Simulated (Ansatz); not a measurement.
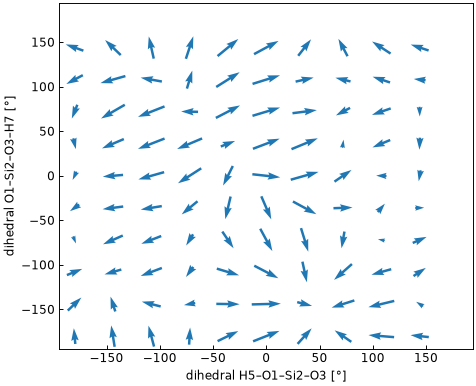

ClH₃O₂Si, SMILES O[SiH](O)Cl. 
- Coordinates scanned: (1) dihedral H5–O1–Si2–O3; (2) dihedral O1–Si2–O3–H7.
- Nothing is relaxed (all other coordinates rigid).
- Grid: 10 × 10 points.
- Points are written as (first, second).
- The calculation used Ansatz 0.2.0, RKS r2SCAN0-D4/def2-SVP.

In the figure: arrows along the force (downhill), their lengths compressed.

Question: The arrows alone are given. Where are the wells?

Answer: The arrows converge at about (45°, −150°); about (70°, 50°) (525 cm⁻¹ up); about (−165°, −105°) (555 cm⁻¹ up) (read from the interpolated surface).

The energy map of the same scan:

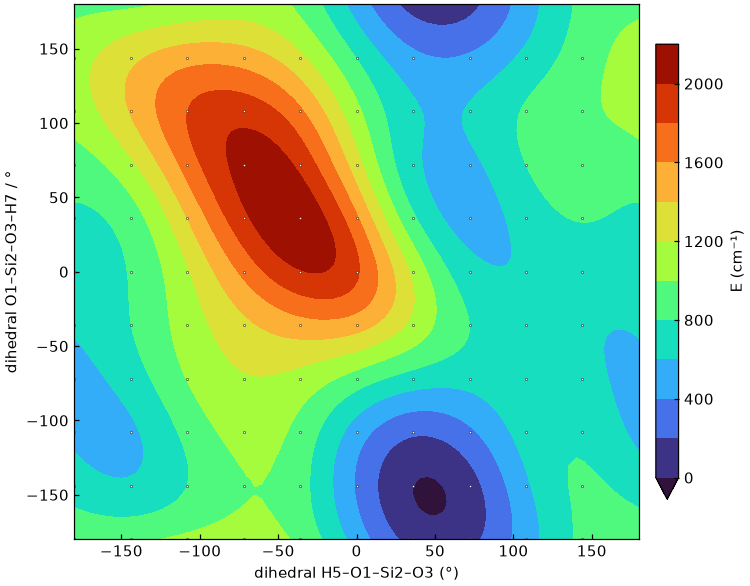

Energies are in cm⁻¹, from the lowest grid point; between grid points the surface is interpolated.
